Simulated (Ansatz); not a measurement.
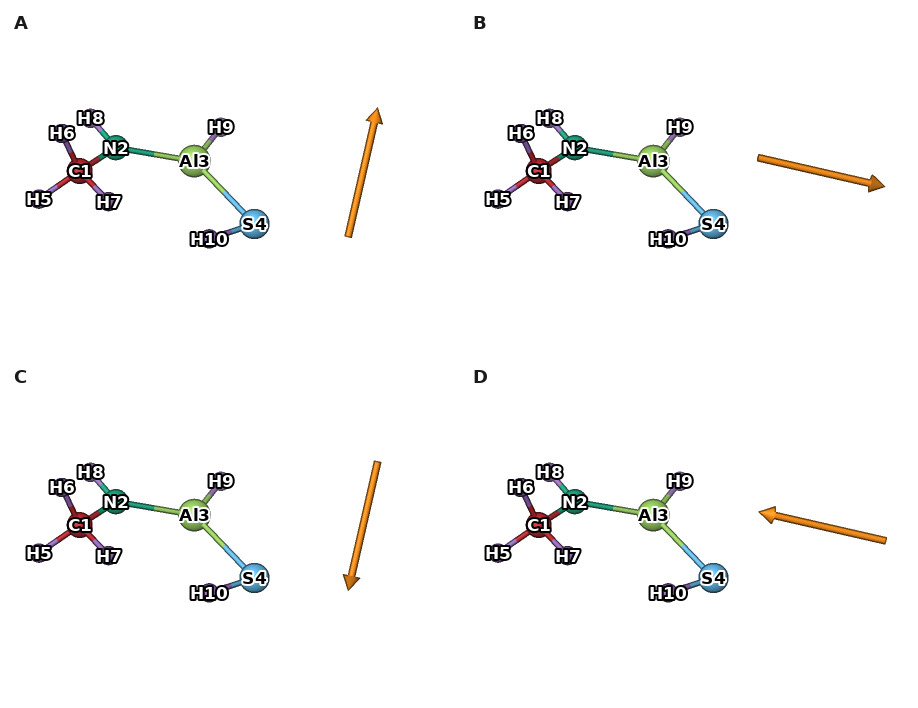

The same molecule four times, each with an arrow. The geometry was computed by an optimisation with PBE-D4/def2-SVP. No frequency run is at hand to confirm it as a minimum. Level of theory: RKS PBE-D4/def2-SVP (Ansatz 0.2.0).

Question: Which arrow points along the dipole moment, from the negative to the positive end?

Answer: D. The dipole moment is 2.56 D; it points from the side of S4 to the side of H5, H6 (the outermost atoms at the two ends).
